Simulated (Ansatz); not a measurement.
**TiPb3O: one candidate of a structure search**

Where does this trial cell of TiPb3O go when cell and atoms are let free?

Computed with Ansatz 0.2.0 (DFT PBE, scalar-relativistic, plane waves, PAW, unless a step's input says otherwise).

## (1) The starting structure

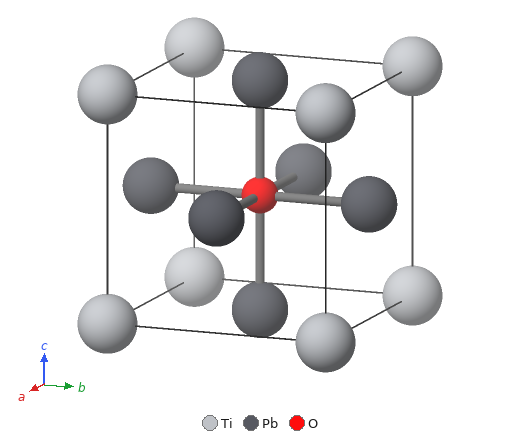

The starting structure, seen slightly off an axis (titanium light grey, lead dark grey, oxygen red). Atoms on the faces are drawn again on the opposite ones.

Coordinates:

```cif
data_structure
_symmetry_space_group_name_H-M 'P 1'
_symmetry_Int_Tables_number 1
_cell_length_a 4.9853
_cell_length_b 4.9853
_cell_length_c 4.9853
_cell_angle_alpha 90.000
_cell_angle_beta 90.000
_cell_angle_gamma 90.000
_cell_volume 123.90
loop_
_atom_site_label
_atom_site_type_symbol
_atom_site_fract_x
_atom_site_fract_y
_atom_site_fract_z
_atom_site_occupancy
Ti1 Ti 0.00000 0.00000 0.00000 1
Pb1 Pb 0.00000 0.50000 0.50000 1
Pb2 Pb 0.50000 0.50000 0.00000 1
Pb3 Pb 0.50000 0.00000 0.50000 1
O1 O 0.50000 0.50000 0.50000 1
```

The cell is invented: species swapped into a database cell of ZrBRh3 (Pm-3m, No. 221), with Ti on the Zr sites, O on the B sites and Pb on the Rh sites. Lengths come from tabulated atomic sizes and are only a guess.

## (2) The guess as it stands, on a coarse mesh

Contents of input.yaml:

```yaml
crystal:
  lattice:
    - [4.98528893, 0.0, 0.0]
    - [0.0, 4.98528893, 0.0]
    - [0.0, 0.0, 4.98528893]
  atoms:
    - { symbol: Ti, position: [0.0, 0.0, 0.0], spin: 1.0 }
    - { symbol: Pb, position: [0.0, 0.5, 0.5] }
    - { symbol: Pb, position: [0.5, 0.5, 0.0] }
    - { symbol: Pb, position: [0.5, 0.0, 0.5] }
    - { symbol: O, position: [0.5, 0.5, 0.5] }
basis:
  ecutwfc: 420
kpoints:
  mp_grid: { grid: [4, 4, 4] }
hamiltonian:
  xc: pbe
scf:
  occupations: { method: gaussian, width: 0.1 }
  lower_state_search: "off"
output:
  forces: true
  stress: true
  eigenvalues: true
  populations: true
magnetization:
  spin_polarized: true
```

On the command line:

```console
$ ansatz run input.yaml --threads 1 --pin off --max-ram 2560MiB --backend cpu --events-out ev --progress --plain --runs-dir out
```

Log (excerpt; [...] marks lines left out):

```text
Warning: RAYON_NUM_THREADS=1 ignored (pool sized by the plan → 1); use --threads N
[...]
Pseudopotentials: kind: paw
Pseudopotential: Ti, paw, valence charge 12, recommended cutoff 420 eV (normal), Ti.paw.azcp
Pseudopotential: Pb, paw, valence charge 14, recommended cutoff 420 eV (normal), Pb.paw.azcp
Pseudopotential: O, paw, valence charge 6, recommended cutoff 420 eV (normal), O.paw.azcp
Functional definition: PBE
[...]
Crystal: 5 atoms, lattice volume = 123.900 Å³
Basis set: ecut = 420 eV, 2469 PW (Γ), exchange–correlation on 72×72×72 points (8 copies of the dense FFT grid, shifted against one another)
Bands: 37, of which v1, the nominal top of the filled ones, is band 30 counted from 1 (29 counted from 0)
Symmetry: 48 space group operations
Space group: Pm-3m (ITA 221), of the structure as read, at distance tolerance 5.0e-5 Å
Magnetic group: BNS 221.92 (UNI 1594), of the structure as read, at distance tolerance 5.0e-5 Å
k-points: 10 of 64
[...]
Starting moments: Σ|m| = 1 μB on 1 of 5 sites
[...]
SCF iter   1: F=—  HF=-38799.277469 eV  |F-HF|=—  |Δ(HF+E_count)|=         —  Δρ=2.09e-1 (↑1.81e-1 ↓2.09e-1)  dr2=3.98e2  dr2_m=2.74e-1  M=0.358 μB ∫|m|=0.381 μB  β_m=0.30  ethr=3.10e-3  ⟨swp⟩=7.8  Hψ=3341  notcnv=0
[...]
spin=Collinear: Kerker preconditioning applied to the charge; magnetization (m = ρ↑ − ρ↓) channel mixes plain (no charge-response kernel on spin).
[...]
SCF converged after 24 iterations
Magnetization: 0.4412 μB (30.2206 up, 29.7794 down)
Absolute magnetization: 0.7324 μB (∫|ρ↑−ρ↓|, with the PAW one-centre terms)
Spin contamination: 0.0673 ħ² per cell (⟨S²⟩ above its minimum at these occupations)
Per-site moments (μB) at R_I (Å): [(0.5578755673647126, 1.4541167885381066), (-0.0067960769626943755, 1.0282158418125), (-0.006796076962694345, 1.0282158418125), (-0.0067960769626943, 1.0282158418125), (-0.027530682323587408, 1.0282158418125)]
Free energy (F): -38783.586774 eV
[...]
E sigma→0 (E₀):  -38783.571016 eV
Entropy (-TS):   -0.031516 eV (-6.303 meV/atom)
Fermi energy:    10.132063 eV
[...]
--- Forces (eV/Å), atoms counted from 1 ---
  atom   1  Ti    -0.00000000     0.00000000     0.00000000
  atom   2  Pb     0.00000000     0.00000000    -0.00000000
  atom   3  Pb    -0.00000000     0.00000000     0.00000000
  atom   4  Pb    -0.00000000    -0.00000000    -0.00000000
  atom   5  O      0.00000000     0.00000000     0.00000000
[...]
--- Stress (GPa, compression-positive) ---
       -2.398349       0.000000       0.000000
        0.000000      -2.398349       0.000000
        0.000000       0.000000      -2.398349
  P = ⅓ Tr σ = -2.3983 GPa (-23.983 kbar)
--- Band table (eV; the first three rows and the last of 20) ---
[...]
--- Löwdin populations: 5 sites ---
  site symbol       q [e]    m [muB]
     0     Ti     11.3200     0.6252
     1     Pb     13.8811    -0.0515
     2     Pb     13.8811    -0.0515
     3     Pb     13.8811    -0.0515
     4      O      6.7959    -0.0281
  spilling = 0.004013 (of n_electrons = 60.000000)
```

It took 9.6 s on 1 thread of Intel Xeon Platinum 8488C (Sapphire Rapids), shared host; peak memory 0.49 GiB.

Site by site:

| atom | moment in the atom's sphere (μB) | Löwdin electrons |
| --- | --- | --- |
| Ti1 | 0.56 | 11.32 |
| Pb2 | -0.01 | 13.88 |
| Pb3 | -0.01 | 13.88 |
| Pb4 | -0.01 | 13.88 |
| O5 | -0.03 | 6.80 |

The Löwdin counts miss 0.24 of the 60 electrons, which the atomic orbitals do not span, so they are no charges.

From the probe: pressure -2.4 GPa, largest force 0.00 eV/Å, gap on this mesh none (metal). The coarse relaxation is skipped.

## (3) Final relaxation

Edit input.yaml of step 2 so:

```diff
@@ -6,3 +6,3 @@
   atoms:
-    - { symbol: Ti, position: [0.0, 0.0, 0.0], spin: 1.0 }
+    - { symbol: Ti, position: [0.0, 0.0, 0.0], spin: 0.61 }
     - { symbol: Pb, position: [0.0, 0.5, 0.5] }
@@ -14,3 +14,3 @@
 kpoints:
-  mp_grid: { grid: [4, 4, 4] }
+  mp_grid: { grid: [8, 8, 8] }
 hamiltonian:
@@ -19,3 +19,2 @@
   occupations: { method: gaussian, width: 0.1 }
-  lower_state_search: "off"
 output:
@@ -27 +26,6 @@
   spin_polarized: true
+relax:
+  adjacent_minimum: "off"
+  f_tol: 0.01
+  max_steps: 80
+  cell: { stress_tol: 0.05 }
```

On the command line:

```console
$ ansatz run input.yaml --threads 1 --pin off --max-ram 2560MiB --backend cpu --events-out ev --progress --plain --runs-dir out
```

Log:

```text
Warning: RAYON_NUM_THREADS=1 ignored (pool sized by the plan → 1); use --threads N
Engine: ansatz 0.2.0, x86_64-unknown-linux-gnu
[... 5 set-up lines as earlier in the session ...]
  parameter kappa = 0.804
  parameter beta = 0.06672455060314922
  exchange = pbe_x(kappa = kappa, mu = beta*pi^2/3)
  correlation = pbe_c(beta = beta)
Crystal: 5 atoms, lattice volume = 123.900 Å³
Basis set: ecut = 420 eV, 2469 PW (Γ), exchange–correlation on 72×72×72 points (8 copies of the dense FFT grid, shifted against one another)
Bands: 37, of which v1, the nominal top of the filled ones, is band 30 counted from 1 (29 counted from 0)
[... 2 set-up lines as earlier in the session ...]
Magnetic group: BNS 221.92 (UNI 1594), of the structure as read, at distance tolerance 5.0e-5 Å
k-points: 35 of 512
Non-local potential: Ti, projectors of the file, l = 0: 3, l = 1: 2, l = 2: 3, l = 3: 1
Non-local potential: Pb, projectors of the file, l = 0: 2, l = 1: 2, l = 2: 2, l = 3: 2
Non-local potential: O, projectors of the file, l = 0: 2, l = 1: 2, l = 2: 1
PAW form: soft (Blöchl's): semilocal exchange-correlation on the pseudo side does not see the compensation charge
PAW one-centre angular grid: Ti, 590 points (default); XC on 64 Gauss nodes
PAW one-centre angular grid: Pb, 590 points (default); XC on 64 Gauss nodes
PAW one-centre angular grid: O, 110 points (default); XC on 64 Gauss nodes
Initial density: superposition of atomic densities (chi_scale 0.1, normalization cell, long waves kept (reshape's long-wave potential 0.13 eV rms))
Starting moments: Σ|m| = 0.61 μB on 1 of 5 sites
Initial wavefunctions: pseudopotential atomic-orbital guess
Functional: x = pbe(κ = 0.804, μ = 0.2195149727645171), c = pbe(β = 0.06672455060314922)
SCF iter   1: F=—  HF=-38784.803921 eV  |F-HF|=—  |Δ(HF+E_count)|=         —  Δρ=5.74e-2 (↑5.74e-2 ↓4.88e-2)  dr2=2.99e1  dr2_m=2.98e-2  M=0.792 μB ∫|m|=0.862 μB  β_m=0.30  ethr=3.10e-3  ⟨swp⟩=7.8  Hψ=11515  notcnv=0
Mixer restart at iter 1: flushing history
preconditioner: auto → Kerker (q_TF=auto, 2.418 Å⁻¹)  [metal: Δε(μ)=0.017 eV  Ē_g=12.235 eV  σ=0.100 eV  W_gap=0.10  n_scr=26 (ndim 8)  ℏωp=24.1 eV  f_vac=0.000  D(μ)=8.81/eV (n_scr^D=92)]
spin=Collinear: Kerker preconditioning applied to the charge; magnetization (m = ρ↑ − ρ↓) channel mixes plain (no charge-response kernel on spin).
SCF iter   2: F=—  HF=-38784.614569 eV  |F-HF|=—  |Δ(HF+E_count)|=   1.89e-1  Δρ=2.30e-2 (↑2.30e-2 ↓1.84e-2)  dr2=6.00e0  dr2_m=1.02e-2  M=0.809 μB ∫|m|=0.883 μB  β_m=0.35  ethr=3.10e-3  ⟨swp⟩=3.1  Hψ=6040  notcnv=0  defer=44
SCF iter   3: F=—  HF=-38784.006757 eV  |F-HF|=—  |Δ(HF+E_count)|=   6.08e-1  Δρ=1.24e-2 (↑1.24e-2 ↓9.37e-3)  dr2=2.10e0  dr2_m=6.41e-3  M=0.822 μB ∫|m|=0.945 μB  β_m=0.41  ethr=3.10e-3  ⟨swp⟩=3.0  Hψ=4277  notcnv=0  defer=51
SCF iter   4: F=—  HF=-38783.562312 eV  |F-HF|=—  |Δ(HF+E_count)|=   4.44e-1  Δρ=6.97e-3 (↑6.97e-3 ↓6.67e-3)  dr2=4.13e-1  dr2_m=3.68e-3  M=0.855 μB ∫|m|=1.010 μB  β_m=0.68  ethr=3.10e-3  ⟨swp⟩=2.8  Hψ=3597  notcnv=0  defer=52
SCF iter   5: F=—  HF=-38783.660078 eV  |F-HF|=—  |Δ(HF+E_count)|=   9.78e-2  Δρ=4.43e-3 (↑2.95e-3 ↓4.43e-3)  dr2=9.86e-2  dr2_m=1.50e-3  M=0.918 μB ∫|m|=1.085 μB  β_m=0.84  ethr=6.88e-4  ⟨swp⟩=2.5  Hψ=5585  notcnv=0  defer=54
SCF iter   6: F=—  HF=-38783.688516 eV  |F-HF|=—  |Δ(HF+E_count)|=         —  Δρ=1.10e-2 (↑1.10e-2 ↓5.17e-3)  dr2=8.21e-2  dr2_m=7.30e-2  M=1.304 μB ∫|m|=1.492 μB  β_m=0.84  ethr=1.64e-4  ⟨swp⟩=2.7  Hψ=5423  notcnv=0  defer=56
Mixer restart at iter 6: flushing history
SCF iter   7: F=—  HF=-38783.685451 eV  |F-HF|=—  |Δ(HF+E_count)|=   3.07e-3  Δρ=2.27e-3 (↑1.80e-3 ↓2.27e-3)  dr2=7.62e-3  dr2_m=2.33e-3  M=1.332 μB ∫|m|=1.533 μB  β_m=0.87  ethr=1.37e-4  ⟨swp⟩=2.5  Hψ=5371  notcnv=0  defer=59
SCF iter   8: F=—  HF=-38783.686581 eV  |F-HF|=—  |Δ(HF+E_count)|=   1.13e-3  Δρ=2.04e-3 (↑2.04e-3 ↓1.37e-3)  dr2=1.00e-2  dr2_m=1.72e-3  M=1.381 μB ∫|m|=1.590 μB  β_m=0.84  ethr=1.27e-5  ⟨swp⟩=2.1  Hψ=5315  notcnv=0  defer=62
SCF iter   9: F=—  HF=-38783.685000 eV  |F-HF|=—  |Δ(HF+E_count)|=   1.58e-3  Δρ=7.54e-4 (↑7.54e-4 ↓7.15e-4)  dr2=2.12e-3  dr2_m=1.37e-5  M=1.377 μB ∫|m|=1.589 μB  β_m=0.72  ethr=1.27e-5  ⟨swp⟩=2.1  Hψ=4480  notcnv=0  defer=60
SCF iter  10: F=—  HF=-38783.684837 eV  |F-HF|=—  |Δ(HF+E_count)|=   1.63e-4  Δρ=4.31e-4 (↑4.31e-4 ↓1.30e-4)  dr2=5.64e-4  dr2_m=3.27e-5  M=1.379 μB ∫|m|=1.590 μB  β_m=0.86  ethr=3.53e-6  ⟨swp⟩=2.0  Hψ=4456  notcnv=0  defer=60
SCF iter  11: F=—  HF=-38783.684872 eV  |F-HF|=—  |Δ(HF+E_count)|=   3.46e-5  Δρ=2.37e-4 (↑2.37e-4 ↓8.83e-5)  dr2=6.25e-5  dr2_m=2.46e-5  M=1.384 μB ∫|m|=1.595 μB  β_m=0.93  ethr=9.40e-7  ⟨swp⟩=2.1  Hψ=4751  notcnv=0  defer=60
SCF iter  12: F=—  HF=-38783.684954 eV  |F-HF|=—  |Δ(HF+E_count)|=   8.27e-5  Δρ=1.77e-4 (↑1.77e-4 ↓3.92e-5)  dr2=5.42e-5  dr2_m=1.16e-5  M=1.387 μB ∫|m|=1.599 μB  β_m=0.97  ethr=1.04e-7  ⟨swp⟩=1.9  Hψ=2816  notcnv=0  defer=60
SCF iter  13: F=—  HF=-38783.684952 eV  |F-HF|=—  |Δ(HF+E_count)|=   2.14e-6  Δρ=1.67e-5 (↑1.67e-5 ↓1.03e-5)  dr2=1.83e-6  dr2_m=1.45e-8  M=1.386 μB ∫|m|=1.598 μB  β_m=0.98  ethr=9.04e-8  ⟨swp⟩=1.9  Hψ=2856  notcnv=0  defer=60
SCF iter  14: F=—  HF=-38783.684952 eV  |F-HF|=—  |Δ(HF+E_count)|=   1.71e-7  Δρ=1.30e-5 (↑1.30e-5 ↓1.59e-6)  dr2=4.71e-7  dr2_m=4.67e-8  M=1.386 μB ∫|m|=1.598 μB  β_m=0.93  ethr=3.05e-9  ⟨swp⟩=1.9  Hψ=2948  notcnv=0  defer=60
SCF iter  15: F=—  HF=-38783.684952 eV  |F-HF|=—  |Δ(HF+E_count)|=   1.83e-8  Δρ=4.39e-6 (↑4.39e-6 ↓9.91e-7)  dr2=3.67e-8  dr2_m=7.84e-9  M=1.386 μB ∫|m|=1.598 μB  β_m=0.94  ethr=7.85e-10  ⟨swp⟩=1.9  Hψ=2884  notcnv=0  defer=60
SCF iter  16: F=—  HF=-38783.684952 eV  |F-HF|=—  |Δ(HF+E_count)|=   1.51e-9  Δρ=6.61e-7 (↑6.61e-7 ↓2.31e-7)  dr2=1.62e-9  dr2_m=7.05e-11  M=1.386 μB ∫|m|=1.598 μB  β_m=0.84  ethr=6.11e-11  ⟨swp⟩=2.0  Hψ=2845  notcnv=0  defer=60
SCF iter  17: F=-38783.684952 eV  HF=-38783.684952 eV  |F-HF|=2.55e-10  |Δ(HF+E_count)|=  6.55e-11  Δρ=3.12e-7 (↑3.12e-7 ↓8.90e-8)  dr2=2.80e-10  dr2_m=2.15e-11  M=1.386 μB ∫|m|=1.598 μB  ethr=2.70e-12  ⟨swp⟩=5.4  Hψ=9856  notcnv=0
SCF 1 converged in 17 iterations: F = -38783.684952 eV  dr2 = 2.80e-10
relax step   1: F+E_penalty+E_count = -38783.68495222 eV  Δ(F+E_penalty+E_count) = +0.000e0 eV  max|allowed force component| = 1.099e-28 eV/Å  Δτ_max = 0.0000 Å  P = -1.541 GPa  Ω = 123.900 Å³  (17 SCF iters, dr2 threshold 1.00e-7 eV, accepted)
[... 19 lines left out ...]
relax step   2: F+E_penalty+E_count = -38783.70421714 eV  Δ(F+E_penalty+E_count) = -1.926e-2 eV  max|allowed force component| = 1.452e-29 eV/Å  Δτ_max = 0.0000 Å  P = +0.671 GPa  Ω = 118.521 Å³  energy of the carried Pulay correction = +3.811e-3 eV  (10 SCF iters, dr2 threshold 5.00e-7 eV, accepted)
[... 16 lines left out ...]
relax step   3: F+E_penalty+E_count = -38783.70633348 eV  Δ(F+E_penalty+E_count) = -2.116e-3 eV  max|allowed force component| = 4.165e-29 eV/Å  Δτ_max = 0.0000 Å  P = -0.009 GPa  Ω = 120.103 Å³  energy of the carried Pulay correction = +2.673e-3 eV  (10 SCF iters, dr2 threshold 5.00e-7 eV, accepted)
[... 15 lines left out ...]
relax step   4: F+E_penalty+E_count = -38783.70407976 eV  Δ(F+E_penalty+E_count) = +2.254e-3 eV  max|allowed force component| = 1.507e-29 eV/Å  Δτ_max = 0.0000 Å  P = -0.039 GPa  Ω = 120.103 Å³  stress off target by 3.90e-2 GPa  SCF on the basis re-selected at this cell (its energy is not comparable with the rows above)  (10 SCF iters)
basis re-selected at this cell: Δ(F+E_penalty+E_count) = +2.254e-3 eV, ΔP = -0.030 GPa vs the last step (what re-selecting the basis moved, of the pressure what is left beyond the Pulay correction that the steps carried, after the strain that the cell walked since its last selection, with what the two solves' SCF thresholds leave and, on support functions, any second-order correction that the steps lacked; it is no measure of the basis error at this ecutwfc). This SCF's stress stands 3.90e-2 GPa from its target on what of the cell is left free (relax.cell.stress_tol is 5.00e-2 GPa) and its largest allowed force component is 1.51e-29 eV/Å (relax.f_tol is 1.00e-2 eV/Å): within both
SCF converged after 10 iterations
Magnetization: 1.2618 μB (30.6309 up, 29.3691 down)
Absolute magnetization: 1.4684 μB (∫|ρ↑−ρ↓|, with the PAW one-centre terms)
Spin contamination: 0.1057 ħ² per cell (⟨S²⟩ above its minimum at these occupations)
Per-site moments (μB) at R_I (Å): [(1.2323846539193026, 1.4391068944993666), (-0.0027504353012935776, 1.0176022439528154), (-0.0027504353012934046, 1.0176022439528154), (-0.0027504353012936674, 1.0176022439528154), (-0.01873279103742856, 1.0176022439528154)]
Free energy (F): -38783.704080 eV
Harris-Foulkes:  -38783.704080 eV  (|F-HF|=3.64e-11)
Internal energy: -38783.682776 eV  (E = F + TS)
E sigma→0 (E₀):  -38783.693428 eV
Entropy (-TS):   -0.021304 eV (-4.261 meV/atom)
Fermi energy:    10.563710 eV
--- Per-component energies (eV) ---
  E_band       = -300.420495
  E_kinetic    = 1310.199656
  E_local      = -4449.717664  (includes V_loc(G=0)·N_el)
  E_nonlocal   = 1110.483246
  E_hartree    = 1776.504632
  E_xc         = -830.687816
  E_vxc        = -609.827914  (∫ρ·V_xc dr)
  E_paw        = -32425.035341  (= ΣΔE_a)
  E_vpaw       = -1214.569823  (= ΣTr[D̂ρ^β])
  E_aug_tail   = 0.002624  (compensation charges beyond the density's cutoff)
  E_ewald      = -5275.432112
  E_smearing   = -0.021304  (= −TS)
  E_closure    = 0.000000  (closes the sum)
  Σ components = -38783.704080   (vs F -38783.704080, Δ=0.00e0)
--- Forces (eV/Å), atoms counted from 1 ---
  atom   1  Ti     0.00000000    -0.00000000     0.00000000
  atom   2  Pb     0.00000000     0.00000000    -0.00000000
  atom   3  Pb     0.00000000     0.00000000     0.00000000
  atom   4  Pb    -0.00000000     0.00000000    -0.00000000
  atom   5  O      0.00000000     0.00000000    -0.00000000
  max |Σ_I F_I| component: 3.82e-29 eV/Å
--- Stress (GPa, compression-positive) ---
       -0.039030      -0.000000       0.000000
       -0.000000      -0.039030      -0.000000
        0.000000      -0.000000      -0.039030
  P = ⅓ Tr σ = -0.0390 GPa (-0.390 kbar)
--- Band table (eV; the first three rows and the last of 70) ---
  k-point 0 ↑: bands = ["-47.4691", "-23.7273", "-23.7273", "-23.7273", "-8.4464", "-6.3320", "-6.3320", "-6.3320", "-6.1946", "-6.1946", "-6.0958", "-6.0958", "-6.0958", "-6.0067", "-6.0067", "-5.9471", "-5.9104", "-5.9104", "-5.9104", "-5.2118", "1.0525", "4.0419", "4.0419", "5.3459", "5.3459", "5.3459", "10.3004", "10.3004", "10.3004", "10.4120", "10.4120", "10.4120", "10.8125", "10.8125", "12.1586", "12.9847", "12.9847"]
[... 3 lines left out ...]
--- Relaxed structure (3 steps of the walk, 3 accepted, 1 SCFs on fresh bases) ---
  F+E_penalty+E_count = -38783.70407976 eV   max|allowed force component| = 1.507e-29 eV/Å   (the final SCF, on the basis selected at the relaxed cell)
  cell:  # Å, volume = 120.1026 Å³
    - [4.9338290615894085, 3.849352167492717e-34, 7.0617431294198645e-34]
    - [3.849352167492717e-34, 4.9338290615894085, -3.2098832406453924e-35]
    - [1.0913603018194335e-33, -3.2098832406453924e-35, 4.9338290615894085]
  atoms:
    - { symbol: Ti, position: [-3.541290800370455e-36, 2.8269963489175437e-36, 8.048388181063041e-38] }
    - { symbol: Pb, position: [1.0865324034596819e-36, 0.5, 0.5] }
    - { symbol: Pb, position: [0.5, 0.5, -2.0120970440943072e-38] }
    - { symbol: Pb, position: [0.5, -7.4447590677174935e-37, 0.5] }
    - { symbol: O, position: [0.5, 0.5, 0.5] }
--- Löwdin populations: 5 sites ---
  site symbol       q [e]    m [muB]
     0     Ti     11.2863     1.3887
     1     Pb     13.8916    -0.0397
     2     Pb     13.8916    -0.0397
     3     Pb     13.8916    -0.0397
     4      O      6.7922    -0.0180
  spilling = 0.004113 (of n_electrons = 60.000000)
```

Run time: 90 s. Hardware: 1 thread of Intel Xeon Platinum 8488C (Sapphire Rapids), shared host; peak memory 0.65 GiB.

Step by step:

```
step  energy from step 1 (eV/cell)  largest force component (eV/Å)  pressure (GPa)  volume (Å³)
   1                        0.0000                          0.0000           -1.54       123.90
   2                       -0.0193                          0.0000            0.67       118.52
   3                       -0.0214                          0.0000           -0.01       120.10
   4                       -0.0191                          0.0000           -0.04       120.10
```

Step 1 is the start. Step 4 repeats the geometry before it on a plane-wave basis chosen anew for that cell, so its energy need not be comparable with the rows above.

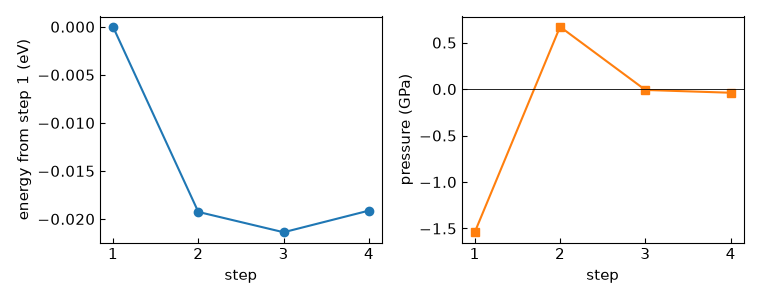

Energy and pressure along the relaxation.

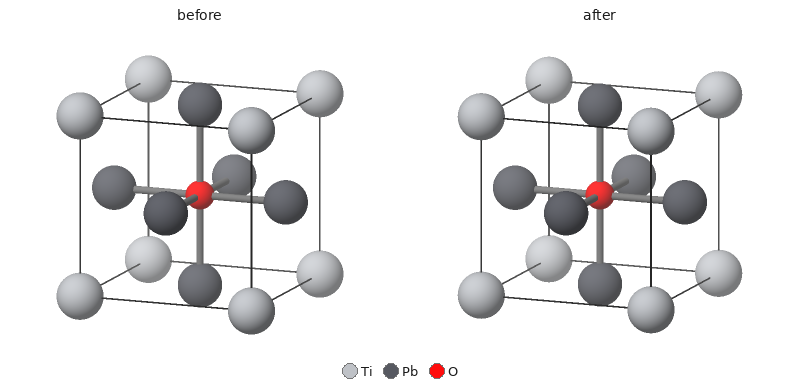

Before and after, at one scale. The change is too small to see at this scale.

|  | before | after | change |
| --- | --- | --- | --- |
| a (Å) | 4.985 | 4.934 | -1.0 % |
| b (Å) | 4.985 | 4.934 | -1.0 % |
| c (Å) | 4.985 | 4.934 | -1.0 % |
| volume (Å³/atom) | 24.78 | 24.02 | -3.1 % |
| shortest distance (Å) | 2.493 | 2.467 | -1.0 % |
| space group (0.01 Å) | Pm-3m | Pm-3m | same |

The run keeps the 48 symmetry operations of the start, so it could not have lowered the symmetry.

Site by site:

| atom | moment in the atom's sphere (μB) | Löwdin electrons |
| --- | --- | --- |
| Ti1 | 1.23 | 11.29 |
| Pb2 | 0.00 | 13.89 |
| Pb3 | 0.00 | 13.89 |
| Pb4 | 0.00 | 13.89 |
| O5 | -0.02 | 6.79 |

The Löwdin counts miss 0.25 of the 60 electrons, which the atomic orbitals do not span, so they are no charges.

## (4) Summary of results

| quantity | value |
| --- | --- |
| symmetry at the end (tolerance 0.05 Å) | space group Pm-3m (No. 221) |
| conventional cell | a = 4.934 Å, b = 4.934 Å, c = 4.934 Å, α = 90.00°, β = 90.00°, γ = 90.00° |
| volume | 24.02 Å³/atom |
| energy over the elements (uncorrected; H, N, O, F and Cl as molecules) | +0.04 eV/atom |
| gap on the mesh | none (metal) |
| total moment | 1.26 μB/cell |

**Reading.** The space group Pm-3m (No. 221) is kept, and the volume per atom shrinks by 3.1 % from the first guess. The formation energy of this structure is too near zero to say whether it is bound against the elements. No finished test with a distortion of lower symmetry is shown, so the end may be a saddle point. The runs treat Pb without spin-orbit coupling. Other magnetic orders were not searched.
